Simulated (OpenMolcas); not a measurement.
**Single-point calculation, with input and output: GeO**

System: GeO.
Method: FNO-MP2/aug-cc-pVDZ, RHF (OpenMolcas 26.06).

The geometry comes from this level: GFN2-xTB.

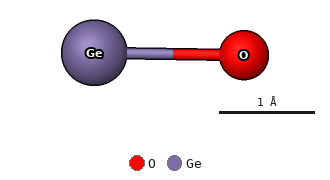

Figure 1. The input geometry (ball-and-stick view, seen at an oblique angle). Sticks mark near contacts.

**Summary**

```csv
quantity,value
outcome,converged
total energy,−2150.399799 hartree
SCF energy,−2150.197452 hartree
correlation energy,−0.202347 hartree
basis functions,59
HOMO of the SCF reference,−11.61 eV
LUMO of the SCF reference,0.49 eV
hardware,"1 thread of Arm Neoverse N1, 24 GiB of memory available, shared host"
wall time,4.5 s
peak memory,0.089 GiB
```

**The input**
```
>>> EXPORT MOLCAS_PRINT=2

&gateway
  baslib=$CurrDir
  coord=geom.xyz
  basis=aug-cc-pVDZ
  group=NoSym
  ricd

&seward

&scf
  prorbitals=0

&mbpt2
  fnomp2=0.2
  domp2
  frozen=10
```

**File geom.xyz**
```
2

O      0.000000     0.000000     0.000000
Ge     0.000000     0.000000     1.576490
```

Run as:
```bash
export MOLCAS_MEM=1860
pymolcas job.input > job.log
```

**Log**
```
--- Start Module: gateway ---

                                              &GATEWAY

                       available to each process: 1.9 GB of memory, 1 thread

 Basis Set     1 Label: O.AUG-CC-PVDZ
 Basis set is read from library:.
 basistype.tbl is not found

 Basis Set     2 Label: GE.AUG-CC-PVDZ
 Basis set is read from library:.
 basistype.tbl is not found

++    Symmetry information:
      ---------------------

                    Character Table for C1

                             E
                    a        1  x, y, xy, Rz, z, xz, Ry, yz, Rx, I
--

++    Basis set information:
      ----------------------

      Basis set label: O.AUG-CC-PVDZ.........

      Electronic valence basis set:
      ------------------
      Associated Effective Charge   8.000000 au
      Associated Actual Charge      8.000000 au
      Nuclear Model: Point charge

      Shell  nPrim  nBasis  Cartesian Spherical Contaminant
         s      10       4        X
         p       5       3        X
         d       2       2                 X

      Basis set label: GE.AUG-CC-PVDZ.........

      Electronic valence basis set:
      ------------------
      Associated Effective Charge  32.000000 au
      Associated Actual Charge     32.000000 au
      Nuclear Model: Point charge

      Shell  nPrim  nBasis  Cartesian Spherical Contaminant
         s      15       6        X
         p      12       5        X
         d       7       3                 X
--

++    Molecular structure info:
      -------------------------

                    ************************************************
                    **** Cartesian Coordinates / bohr, angstrom ****
                    ************************************************

     Center  Label                x              y              z                     x              y              z
        1      O1               0.000000       0.000000       0.000000              0.000000       0.000000       0.000000
        2      GE2              0.000000       0.000000       2.979134              0.000000       0.000000       1.576490
--

            Nuclear Potential Energy             85.93100235 au

--- Stop Module: gateway /rc=_RC_ALL_IS_WELL_ ---
--- Module gateway spent 1 second ---

--- Start Module: seward ---

                                              &SEWARD

                       available to each process: 1.9 GB of memory, 1 thread

               SEWARD will generate:
                  Multipole Moment integrals up to order  2
                  Kinetic Energy integrals
                  Nuclear Attraction integrals (point charge)
                  One-Electron Hamiltonian integrals
                  Velocity integrals
                  Orbital angular momentum around (  0.0000   0.0000   2.4492 )
                  Velocity quadrupole around (  0.0000   0.0000   2.4492 )
                  RI decomposed two-electron repulsion integrals stored Cholesky style
                   - acCD auxiliary basis
                   - CD Threshold:   1.00E-04

                   Integrals are discarded if absolute value <: 1.00E-14
                   Integral cutoff threshold is set to       <: 1.00E-16

            Nuclear Potential Energy             85.93100235 au

      Basis set specifications :
      Symmetry species         a
      Basis functions           59

--- Stop Module: seward /rc=_RC_ALL_IS_WELL_ ---
--- Module seward spent 1 second ---

--- Start Module: scf ---

                                                &SCF

                       available to each process: 1.9 GB of memory, 1 thread

++    Input section:
      --------------

      Header of the integral files:

      Cartesian coordinates in angstrom:
      -----------------------------------------------------
      No.  Label        X            Y            Z
      -----------------------------------------------------
       1   O1         0.00000000   0.00000000   0.00000000
       2   GE2        0.00000000   0.00000000   1.57649000
      -----------------------------------------------------
      Nuclear repulsion energy =   85.93100235
--

++    Orbital specifications:
      -----------------------

      Symmetry species               1
                                     a
      Frozen orbitals                0
      Occupied orbitals             20
      Secondary orbitals            39
      Deleted orbitals               0
      Total number of orbitals      59
      Number of basis functions     59
--

      Molecular charge                           0.000

++    Optimization specifications:
      ----------------------------

      SCF Algorithm: LK-RI/DF
      LK screening threshold:                     4.50E-02
      Local-Exchange (LK) algorithm.
       - the density matrix is decomposed
      The actual AO density is used
      Number of density matrices in core                 5
      Maximum number of NDDO SCF iterations            400
      Maximum number of HF SCF iterations              400
      Threshold for SCF energy change             1.00E-09
      Threshold for density matrix                1.00E-04
      Threshold for Fock matrix                   1.50E-04
      Threshold for linear dependence             1.00E-09
      Threshold at which DIIS is turned on        1.50E-01
      Maximum depth in the DIIS procedure                5
      Maximum depth in the BFGS Hessian update          30
      Threshold at which QNR/C2DIIS is turned on  7.50E-02
      Threshold for Norm(delta) (QNR/C2DIIS)      1.00E-03
      All orbitals punched on: SCFORB
--

      Input vectors read from INPORB
      Orbital file label: *Guess orbitals

++ Convergence information
                                   SCF        iterations: Energy and convergence statistics

Iter     Tot. SCF        One-elec.       Two-elec.     Energy      Max Dij or  Max Fij      DNorm      TNorm      AccCon     Time
         Energy          Energy          Energy        Change      Delta Norm                                                in Sec.

 The total and one-electron energies are shifted by a value of      2000. a.u.

   1  -149.905074503 -1169.011681289   933.175604433   0.00E+00    3.30E-01*   2.03E-01*    9.35E+00   2.66E+02   None         0.
   2  -149.867897393 -1167.858885522   932.059985776   3.72E-02*   8.67E-02*   9.02E-02*    9.35E+00   2.66E+02   EDIIS        0.
   3  -150.191498114 -1169.592531779   933.470031312  -3.24E-01*   2.12E-02*   1.34E-02*    9.27E+00   2.66E+02   c2DIIS       0.
   4  -150.197168998 -1169.177621179   933.049449828  -5.67E-03*   1.06E-02*   3.22E-03*    9.27E+00   2.66E+02   QNRc2DIIS    0.
   5  -150.197404719 -1169.230598474   933.102191403  -2.36E-04*   7.44E-03*   1.46E-03*    9.28E+00   2.66E+02   QNRc2DIIS    0.
   6  -150.197437233 -1169.193541355   933.065101769  -3.25E-05*   1.90E-03*   1.30E-03*    9.28E+00   2.66E+02   QNRc2DIIS    0.
   7  -150.197450304 -1169.197798214   933.069345558  -1.31E-05*   1.13E-03*   1.70E-04*    9.28E+00   2.66E+02   QNRc2DIIS    0.
   8  -150.197451733 -1169.204316705   933.075862619  -1.43E-06*   2.44E-04    4.29E-05     9.28E+00   2.66E+02   QNRc2DIIS    0.
   9  -150.197451791 -1169.200873021   933.072418877  -5.82E-08*   3.08E-05    8.59E-06     9.28E+00   2.66E+02   QNRc2DIIS    0.
  10  -150.197451793 -1169.201295372   933.072841226  -1.79E-09*   9.05E-06    2.24E-06     9.28E+00   2.66E+02   QNRc2DIIS    0.
  11  -150.197451793 -1169.201297762   933.072843616  -9.46E-11    7.72E-07    2.08E-07     9.28E+00   2.66E+02   QNRc2DIIS    0.

       Convergence after  11 Iterations
--

 *****************************************************************************************************************************
 *                                             SCF/KS-DFT Program, Final results                                             *
 *                                                       Final Results                                                       *
 *****************************************************************************************************************************

::    Total SCF energy                              -2150.1974517933
      One-electron energy                           -3169.2012977624
      Two-electron energy                             933.0728436162
      Nuclear repulsion energy                         85.9310023529
      Kinetic energy (interpolated)                  2149.4370406285
      Virial theorem                                    1.0003537722
      Total spin, S(S+1)                                0.0000000000
      Total spin, S                                     0.0000000000
      Max non-diagonal density matrix element           0.0000009660
      Max non-diagonal Fock matrix element              0.0000000515

      No orbitals printed

++    Molecular charges:
      ------------------

      Mulliken charges per centre
      ---------------------------

                O1      GE2
      Total    9.1705 30.8295

      N-E     -1.1705  1.1705

      Total electronic charge=   40.000000

      Total            charge=   -0.000000
--

++    Molecular properties:
      ---------------------

      Charge (e):
                      =   -0.0000
      Dipole Moment (debye):
      Origin of the operator (angstrom)=    0.0000    0.0000    1.2961
                   X=  2.7168E-14               Y= -4.5284E-14               Z=  3.8889E+00           Total=  3.8889E+00
      Quadrupole Moment (debye*angstrom):
      Origin of the operator (angstrom)=    0.0000    0.0000    1.2961
                  XX= -2.0175E+01              XY=  1.2876E-14              XZ=  5.0392E-14              YY= -2.0175E+01
                  YZ= -7.4090E-14              ZZ= -2.8273E+01
      In traceless form (debye*angstrom)
                  XX=  4.0490E+00              XY=  1.9313E-14              XZ=  7.5588E-14              YY=  4.0490E+00
                  YZ= -1.1113E-13              ZZ= -8.0981E+00
--

--- Stop Module: scf /rc=_RC_ALL_IS_WELL_ ---
--- Module scf spent 1 second ---

--- Start Module: mbpt2 ---

                                               &MBPT2

                       available to each process: 1.9 GB of memory, 1 thread

WARNING!
Default frozen orbitals as non valence orbitals is overwritten by user input.
Default values:  15

      Cartesian coordinates in angstrom:
      -----------------------------------------------------
      No.  Label        X            Y            Z
      -----------------------------------------------------
       1   O1         0.00000000   0.00000000   0.00000000
       2   GE2        0.00000000   0.00000000   1.57649000
      -----------------------------------------------------
      Nuclear repulsion energy =   85.93100235

      Contents of RUNFILE file:
      -------------------------

      Symmetry species                           1
                                                 a
      Number of basis functions                 59
      Frozen occupied orbitals                  10
      Active occupied orbitals                  10
      Active external orbitals                  39
      Deleted external orbitals                  0

      Reference numbers of frozen occupied orbitals according to the original input sequence
      symmetry species 1                        1  2  3  4  5  6  7  8  9 10

      Energies of the active occupied orbitals

      symmetry species 1                    -1.690638     -1.685632     -1.685632     -1.678558     -1.678558
                                            -1.244369     -0.616361     -0.460169     -0.460169     -0.426730

      Energies of the active external orbitals

      symmetry species 1                     0.018062      0.018062      0.050859      0.070757      0.090975
                                             0.090975      0.175112      0.202712      0.202712      0.235570
                                             0.264117      0.264117      0.294400      0.294400      0.369259
                                             0.394767      0.541473      0.541473      0.581756      0.706153
                                             0.706153      0.771827      0.799186      0.799186      1.058445
                                             1.058445      1.058859      1.261311      1.261311      1.331119
                                             1.546929      1.546929      1.721335      2.801315      3.633975
                                             3.633975      3.708131      3.708131      3.718331

      ********************************************************************************************************
      *                                               Results                                                *
      ********************************************************************************************************

-------------------------------------------------------
 Start FNO-MP2 section
-------------------------------------------------------

 NOs specified:  20% of the total virtual space
 ------------------------------------------------------
    Symm.     Trace     (Full Dmat)     (Partial Dmat)
 ------------------------------------------------------
       1               0.373816E-01      0.310377E-01
 ------------------------------------------------------
   Sum :               0.373816E-01      0.310377E-01
 ------------------------------------------------------

 Secondary orbitals after selection:   7
 Deleted orbitals after selection:    32

 Energies of the active virtual orbitals

 symmetry species 1                          0.122665      0.122665      0.454604      0.805941      0.805941
                                             0.980472      1.473998

-------------------------------------------------------
 End FNO-MP2 section
-------------------------------------------------------

       SCF energy                           =    -2150.1974517933 a.u.
       Second-order correlation energy      =       -0.2023471669 a.u.
       ( Opposite-Spin contribution         =       -0.1271633925 )
       ( Same-Spin contribution             =       -0.0468647660 )
       ( Truncation error estimate          =       -0.0283190084 )

       Total energy                         =    -2150.3997989602 a.u.

       Reference weight ( Cref**2 )         =        0.91784

::    Total MBPT2 energy                            -2150.3997989602

       Zeroth-order energy (E0)             =    -1217.1246081770 a.u.

       Shanks-type energy S1(E)             =    -2150.3998428509 a.u.

--- Stop Module: mbpt2 /rc=_RC_ALL_IS_WELL_ ---

.##################.
.# Happy landing! #.
.##################.

    Timing: Wall=4.01 User=3.15 System=0.52
```

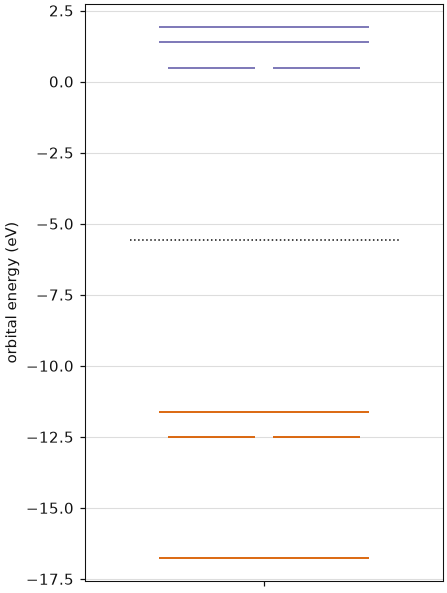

Figure 2. Orbital energies near the frontier (SCF reference); the dotted line parts filled from empty levels, and levels within 0.02 eV of each other stand side by side. Highest filled −11.61 eV, lowest empty 0.49 eV, 12.10 eV apart.
